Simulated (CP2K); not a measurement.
**CH7BNP (SMILES CB(N)P): levels of theory compared**

Wanted: a comparison of 3 runs (PBE/TZV2P-MOLOPT-PBE-GTH, PBE0/TZV2P-MOLOPT-PBE0-GTH, revPBE-D3(BJ)/TZV2P-MOLOPT-PBE-GTH) of CH7BNP. 

Program for the calculation: CP2K 2026.2.

## (1) The system as given

The species is CH7BNP (11 atoms), meant as a singlet with charge 0. SMILES: `CB(N)P`. Geometry: relaxed at PBE0-D4/def2-TZVP. This is one conformer, not always the lowest.

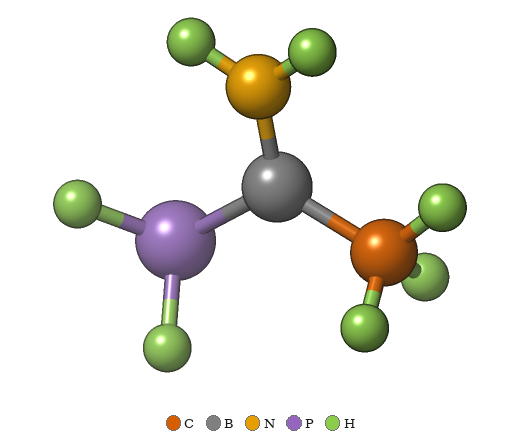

The structure, seen from a chosen angle (carbon orange, boron grey, nitrogen amber, phosphorus purple, hydrogen green).

## (2) The energy at PBE/TZV2P-MOLOPT-PBE-GTH (core potential) (run 1)

The input, qs.inp:

```
&GLOBAL
  PROJECT_NAME qs
  RUN_TYPE ENERGY
  PRINT_LEVEL MEDIUM
&END GLOBAL

&FORCE_EVAL
  METHOD QUICKSTEP
  &DFT
    BASIS_SET_FILE_NAME BASIS_MOLOPT_UZH
    POTENTIAL_FILE_NAME POTENTIAL_UZH
    &QS
      METHOD GPW
      EPS_DEFAULT 1.0E-10
    &END QS
    ! plane-wave cutoff in Ry
    &MGRID
      CUTOFF 400
      REL_CUTOFF 50
      NGRIDS 4
    &END MGRID
    ! cluster boundary conditions
    &POISSON
      PERIODIC NONE
      POISSON_SOLVER MULTIPOLE
    &END POISSON
    ! self-consistent field
    &SCF
      SCF_GUESS ATOMIC
      EPS_SCF 1.0E-06
      MAX_SCF 100
      ADDED_MOS 10
      &DIAGONALIZATION
        ALGORITHM STANDARD
      &END DIAGONALIZATION
      &MIXING
        METHOD BROYDEN_MIXING
        ALPHA 0.3
        NBUFFER 8
      &END MIXING
    &END SCF
    &XC
      &XC_FUNCTIONAL PBE
      &END XC_FUNCTIONAL
    &END XC
    &PRINT
      &MOMENTS
        PERIODIC F
        REFERENCE COM
        MAX_MOMENT 1
      &END MOMENTS
      &MO ON
        ENERGIES T
        OCCUPATION_NUMBERS T
        NDIGITS 6
        &EACH
          QS_SCF 0
        &END EACH
        ADD_LAST NUMERIC
      &END MO
      &HIRSHFELD OFF
      &END HIRSHFELD
    &END PRINT
  &END DFT
  &SUBSYS
    &CELL
      ABC 10.9 10.2 11.4
      PERIODIC NONE
    &END CELL
    &COORD
      C     -1.093200     0.922600    -0.128000
      B      0.002900    -0.179800     0.111900
      N      0.427100    -0.495900     1.401400
      P      0.670900    -1.204900    -1.389100
      H     -1.903500     0.553200    -0.763700
      H     -1.537000     1.299300     0.798300
      H     -0.659600     1.776600    -0.659200
      H      1.134100    -1.179200     1.611000
      H      0.043300    -0.049800     2.218400
      H      2.007200    -1.393300    -0.948800
      H      0.973300    -0.105700    -2.231400
    &END COORD
    &TOPOLOGY
      &CENTER_COORDINATES
      &END CENTER_COORDINATES
    &END TOPOLOGY
    &KIND C
      BASIS_SET TZV2P-MOLOPT-PBE-GTH-q4
      POTENTIAL GTH-PBE-q4
    &END KIND
    &KIND B
      BASIS_SET TZV2P-MOLOPT-PBE-GTH-q3
      POTENTIAL GTH-PBE-q3
    &END KIND
    &KIND N
      BASIS_SET TZV2P-MOLOPT-PBE-GTH-q5
      POTENTIAL GTH-PBE-q5
    &END KIND
    &KIND P
      BASIS_SET TZV2P-MOLOPT-PBE-GTH-q5
      POTENTIAL GTH-PBE-q5
    &END KIND
    &KIND H
      BASIS_SET TZV2P-MOLOPT-PBE-GTH-q1
      POTENTIAL GTH-PBE-q1
    &END KIND
  &END SUBSYS
&END FORCE_EVAL
```

The run is started by

```console
OMP_NUM_THREADS=1 cp2k.psmp qs.inp > qs.out
```

What it wrote:

```text
CP2K| version string:                                       CP2K version 2026.2
[...]
 GLOBAL| Method name                                                        CP2K
[...]
 GLOBAL| Run type                                                         ENERGY
[...]
 DFT| Spin restricted Kohn-Sham (RKS) calculation                            RKS
 DFT| Multiplicity                                                             1
[...]
 DFT| Charge                                                                   0
[...]
 FUNCTIONAL| PBE:
 QS| Method:                                                                 GPW
[...]
 QS| Density cutoff [a.u.]:                                                200.0
[...]
 QS| Relative density cutoff [a.u.]:                                        25.0
[...]
                             - Atoms:                                         11
[...]
                             - Spherical basis functions:                    214
[...]
 Number of electrons:                                                         24
[...]
     1 NoMix/Diag. 0.30E+00    1.4     1.17122524       -28.6683792900 -2.87E+01
[...]
    23 Broy./Diag. 0.30E+00    1.8     0.00000091       -29.2477205647 -3.62E-07
  *** SCF run converged in    23 steps ***
[...]
  Overlap energy of the core charge distribution:               0.00000242257911
  Self energy of the core charge distribution:                -70.47378143704186
  Core Hamiltonian energy:                                     20.67859755422418
  Hartree energy:                                              30.09353451676682
  Exchange-correlation energy:                                 -9.54607362126404
  Total energy:                                               -29.24772056473579
[...]
  Dipole moment [Debye]
    X=  0.3343124E+00 Y=  0.7445924E+00 Z=  0.2137720E+01  Total=      2.2882374
 ENERGY| Total FORCE_EVAL ( QS ) energy [hartree]            -29.247720564735793
[...]
```

It took 43 s on 1 thread of Arm Neoverse V2, shared host; peak memory 1.7 GiB.

## (3) A single-point energy at PBE0/TZV2P-MOLOPT-PBE0-GTH (core potential) (run 2)

The input, molecule.inp:

```
&GLOBAL
   PROJECT_NAME molecule
   RUN_TYPE ENERGY
   PRINT_LEVEL MEDIUM
&END GLOBAL

&FORCE_EVAL
   METHOD Quickstep
   &DFT
      BASIS_SET_FILE_NAME BASIS_MOLOPT_UZH
      BASIS_SET_FILE_NAME BASIS_ADMM_UZH
      POTENTIAL_FILE_NAME POTENTIAL_UZH
      CHARGE 0
      MULTIPLICITY 1
      # Quickstep
      &QS
         METHOD GPW
         EPS_DEFAULT 1.0E-10
      &END QS
      # plane-wave cutoff in Ry
      &MGRID
         CUTOFF 400
         REL_CUTOFF 50
         NGRIDS 4
      &END MGRID
      &POISSON
         PERIODIC NONE
         POISSON_SOLVER MULTIPOLE
      &END POISSON
      # SCF settings
      &SCF
         SCF_GUESS ATOMIC
         EPS_SCF 1.0E-06
         MAX_SCF 30
         &OT ON
            MINIMIZER DIIS
            PRECONDITIONER FULL_SINGLE_INVERSE
         &END OT
         &OUTER_SCF
            EPS_SCF 1.0E-06
            MAX_SCF 10
         &END OUTER_SCF
      &END SCF
      # functional
      &XC
         &XC_FUNCTIONAL
            &PBE
               SCALE_X 0.75
               SCALE_C 1.0
            &END PBE
         &END XC_FUNCTIONAL
         &HF
            FRACTION 0.25
            &SCREENING
               EPS_SCHWARZ 1.0E-09
               SCREEN_ON_INITIAL_P F
            &END SCREENING
            &INTERACTION_POTENTIAL
               POTENTIAL_TYPE COULOMB
            &END INTERACTION_POTENTIAL
            &MEMORY
               MAX_MEMORY 1050
            &END MEMORY
         &END HF
      &END XC
      &AUXILIARY_DENSITY_MATRIX_METHOD
         ADMM_TYPE ADMMS
         EXCH_CORRECTION_FUNC PBEX
      &END AUXILIARY_DENSITY_MATRIX_METHOD
      # extra output
      &PRINT
         &MOMENTS
            PERIODIC F
            REFERENCE COM
            MAX_MOMENT 1
         &END MOMENTS
         &MO_CUBES
            NLUMO 1
            NHOMO -1
            WRITE_CUBE F
         &END MO_CUBES
         &HIRSHFELD OFF
         &END HIRSHFELD
      &END PRINT
   &END DFT
   # atoms, cell and kinds
   &SUBSYS
      # vacuum box
      &CELL
         ABC [angstrom] 10.9 10.2 11.4
         PERIODIC NONE
      &END CELL
      &COORD
         C      4.304950     5.830950     5.578500
         B      5.401050     4.728550     5.818400
         N      5.825250     4.412450     7.107900
         P      6.069050     3.703450     4.317400
         H      3.494650     5.461550     4.942800
         H      3.861150     6.207650     6.504800
         H      4.738550     6.684950     5.047300
         H      6.532250     3.729150     7.317500
         H      5.441450     4.858550     7.924900
         H      7.405350     3.515050     4.757700
         H      6.371450     4.802650     3.475100
      &END COORD
      &KIND C
         BASIS_SET ORB TZV2P-MOLOPT-PBE0-GTH-q4
         BASIS_SET AUX_FIT admm-tzp-q4
         POTENTIAL GTH-PBE0-q4
      &END KIND
      &KIND B
         BASIS_SET ORB TZV2P-MOLOPT-PBE0-GTH-q3
         BASIS_SET AUX_FIT admm-tzp-q3
         POTENTIAL GTH-PBE0-q3
      &END KIND
      &KIND N
         BASIS_SET ORB TZV2P-MOLOPT-PBE0-GTH-q5
         BASIS_SET AUX_FIT admm-tzp-q5
         POTENTIAL GTH-PBE0-q5
      &END KIND
      &KIND P
         BASIS_SET ORB TZV2P-MOLOPT-PBE0-GTH-q5
         BASIS_SET AUX_FIT admm-tzp-q5
         POTENTIAL GTH-PBE0-q5
      &END KIND
      &KIND H
         BASIS_SET ORB TZV2P-MOLOPT-PBE0-GTH-q1
         BASIS_SET AUX_FIT admm-tzp-q1
         POTENTIAL GTH-PBE0-q1
      &END KIND
   &END SUBSYS
&END FORCE_EVAL
```

The run is started by

```console
OMP_NUM_THREADS=1 cp2k.psmp -i molecule.inp -o molecule.out
```

What it wrote:

```text
CP2K| version string:                                       CP2K version 2026.2
[...]
 GLOBAL| Method name                                                        CP2K
[...]
 GLOBAL| Run type                                                         ENERGY
[...]
 DFT| Spin restricted Kohn-Sham (RKS) calculation                            RKS
 DFT| Multiplicity                                                             1
[...]
 DFT| Charge                                                                   0
[...]
 FUNCTIONAL| PBE:
 QS| Method:                                                                 GPW
[...]
 QS| Density cutoff [a.u.]:                                                200.0
[...]
 QS| Relative density cutoff [a.u.]:                                        25.0
[...]
                             - Atoms:                                         11
[...]
                             - Spherical basis functions:                    214
[...]
 Number of electrons:                                                         24
[...]
     1 OT DIIS     0.80E-01    5.7     0.09721408       -27.0046833010 -2.70E+01
[...]
    22 OT DIIS     0.80E-01    3.0     0.00000089       -29.2653237347 -5.69E-10
  *** SCF run converged in    22 steps ***
[...]
  Overlap energy of the core charge distribution:               0.00000173936535
  Self energy of the core charge distribution:                -71.40538911191686
  Core Hamiltonian energy:                                     20.65858250242530
  Hartree energy:                                              31.03525739514142
  Exchange-correlation energy:                                 -7.36275393646278
  Hartree-Fock Exchange energy:                                -2.19102232326129
  Total energy:                                               -29.26532373470884
[...]
  Dipole moment [Debye]
    X=  0.4195375E+00 Y=  0.7893699E+00 Z=  0.2137946E+01  Total=      2.3173106
[...]
 HOMO - LUMO gap [eV] :    7.357510
 ENERGY| Total FORCE_EVAL ( QS ) energy [hartree]            -29.265323734708844
[...]
```

It took 73 s on 1 thread of Arm Neoverse V2, shared host; peak memory 1.2 GiB.

## (4) The energy at revPBE-D3(BJ)/TZV2P-MOLOPT-PBE-GTH (core potential) (run 3)

The input, job.inp:

```
&GLOBAL
  PROJECT job
  RUN_TYPE ENERGY
  PRINT_LEVEL MEDIUM
&END
&FORCE_EVAL
  METHOD QUICKSTEP
  &DFT
    BASIS_SET_FILE_NAME BASIS_MOLOPT_UZH
    POTENTIAL_FILE_NAME POTENTIAL_UZH
    # Quickstep
    &QS
      METHOD GPW
      EPS_DEFAULT 1.0E-10
    &END
    # real-space grids
    &MGRID
      CUTOFF 400
      REL_CUTOFF 50
      NGRIDS 4
    &END
    &POISSON
      PERIODIC NONE
      POISSON_SOLVER MULTIPOLE
    &END
    # self-consistent field
    &SCF
      SCF_GUESS ATOMIC
      EPS_SCF 1.0E-06
      MAX_SCF 50
      &OT
        MINIMIZER DIIS
        PRECONDITIONER FULL_ALL
      &END
      &OUTER_SCF
        EPS_SCF 1.0E-06
        MAX_SCF 8
      &END
    &END
    # functional
    &XC
      &XC_FUNCTIONAL
        &PBE
          PARAMETRIZATION REVPBE
        &END
      &END
      &VDW_POTENTIAL
        POTENTIAL_TYPE PAIR_POTENTIAL
        &PAIR_POTENTIAL
          TYPE DFTD3(BJ)
          PARAMETER_FILE_NAME dftd3.dat
          REFERENCE_FUNCTIONAL revPBE
          R_CUTOFF 15
        &END
      &END
    &END
    &PRINT
      &MOMENTS
        PERIODIC F
        REFERENCE COM
        MAX_MOMENT 1
      &END
      &MO_CUBES
        NLUMO 1
        NHOMO -1
        WRITE_CUBE F
      &END
      &HIRSHFELD OFF
      &END
    &END
  &END
  &SUBSYS
    # vacuum box
    &CELL
      ABC 10.9 10.2 11.4
      PERIODIC NONE
    &END
    &COORD
      C     -1.093200     0.922600    -0.128000
      B      0.002900    -0.179800     0.111900
      N      0.427100    -0.495900     1.401400
      P      0.670900    -1.204900    -1.389100
      H     -1.903500     0.553200    -0.763700
      H     -1.537000     1.299300     0.798300
      H     -0.659600     1.776600    -0.659200
      H      1.134100    -1.179200     1.611000
      H      0.043300    -0.049800     2.218400
      H      2.007200    -1.393300    -0.948800
      H      0.973300    -0.105700    -2.231400
    &END
    &TOPOLOGY
      &CENTER_COORDINATES
      &END
    &END
    &KIND C
      BASIS_SET TZV2P-MOLOPT-PBE-GTH-q4
      POTENTIAL GTH-PBE-q4
    &END
    &KIND B
      BASIS_SET TZV2P-MOLOPT-PBE-GTH-q3
      POTENTIAL GTH-PBE-q3
    &END
    &KIND N
      BASIS_SET TZV2P-MOLOPT-PBE-GTH-q5
      POTENTIAL GTH-PBE-q5
    &END
    &KIND P
      BASIS_SET TZV2P-MOLOPT-PBE-GTH-q5
      POTENTIAL GTH-PBE-q5
    &END
    &KIND H
      BASIS_SET TZV2P-MOLOPT-PBE-GTH-q1
      POTENTIAL GTH-PBE-q1
    &END
  &END
&END
```

The run is started by

```console
OMP_NUM_THREADS=1 cp2k.psmp job.inp > job.out
```

What it wrote:

```text
CP2K| version string:                                       CP2K version 2026.2
[...]
 GLOBAL| Method name                                                        CP2K
[...]
 GLOBAL| Run type                                                         ENERGY
[...]
 DFT| Spin restricted Kohn-Sham (RKS) calculation                            RKS
 DFT| Multiplicity                                                             1
[...]
 DFT| Charge                                                                   0
[...]
 FUNCTIONAL| PBE:
[...]
 QS| Method:                                                                 GPW
[...]
 QS| Density cutoff [a.u.]:                                                200.0
[...]
 QS| Relative density cutoff [a.u.]:                                        25.0
[...]
                             - Atoms:                                         11
[...]
                             - Spherical basis functions:                    214
[...]
 Number of electrons:                                                         24
[...]
     1 OT DIIS     0.15E+00    1.4     0.10346002       -27.0661320236 -2.71E+01
[...]
    20 OT DIIS     0.15E+00    1.6     0.00000070       -29.3226661403 -2.73E-10
  *** SCF run converged in    20 steps ***
[...]
  Overlap energy of the core charge distribution:               0.00000242257911
  Self energy of the core charge distribution:                -70.47378143704186
  Core Hamiltonian energy:                                     20.72880327564028
  Hartree energy:                                              30.06071128379411
  Exchange-correlation energy:                                 -9.61803945424439
  Dispersion energy:                                           -0.02036223097832
  Total energy:                                               -29.32266614025107
[...]
  Dipole moment [Debye]
    X=  0.3335862E+00 Y=  0.7449662E+00 Z=  0.2149271E+01  Total=      2.2990476
[...]
 WARNING : did not converge in ot_eigensolver
 number of iterations          299  exceeded maximum
 current gradient / target gradient   8.9488855509228964E-005  /    1.0000000000000001E-005
[...]
 HOMO - LUMO gap [eV] :    5.250923
 ENERGY| Total FORCE_EVAL ( QS ) energy [hartree]            -29.322666140251073
[...]
```

Wall time 34 s (1 thread of Arm Neoverse V2, shared host); peak memory 0.97 GiB.

## (5) All runs side by side

```
run                                                level  core potential  iteration cap  energy (Eh)  dipole moment (D)  HOMO energy (eV)  LUMO energy (eV)  wall time
  1            PBE/TZV2P-MOLOPT-PBE-GTH (core potential)         GTH-PBE            100   -29.247721               2.29             -5.76             -0.55       43 s
  2          PBE0/TZV2P-MOLOPT-PBE0-GTH (core potential)        GTH-PBE0             30   -29.265324               2.32             -6.88              0.48       73 s
  3  revPBE-D3(BJ)/TZV2P-MOLOPT-PBE-GTH (core potential)         GTH-PBE             50   -29.322666               2.30             -5.73             -0.48       34 s
```

## (6) Outcome

| quantity | value |
| --- | --- |
| run 3: total energy | -29.32267 Eh |
| run 3: dipole moment | 2.30 D |
| run 3: HOMO energy | -5.73 eV |
| run 3: LUMO energy | -0.48 eV |
| run 3: HOMO–LUMO gap | 5.25 eV |
| run 3: dispersion energy | -53.46 kJ/mol |

The dipole moment (its size) runs from 2.29 D (PBE/TZV2P-MOLOPT-PBE-GTH) to 2.32 D (PBE0/TZV2P-MOLOPT-PBE0-GTH). The two ends differ in method and basis. The HOMO–LUMO gap runs from 5.21 eV (PBE/TZV2P-MOLOPT-PBE-GTH) to 7.36 eV (PBE0/TZV2P-MOLOPT-PBE0-GTH). Totals of different functionals can't be ranked against each other. All runs together took 2.5 min, the longest 73 s.
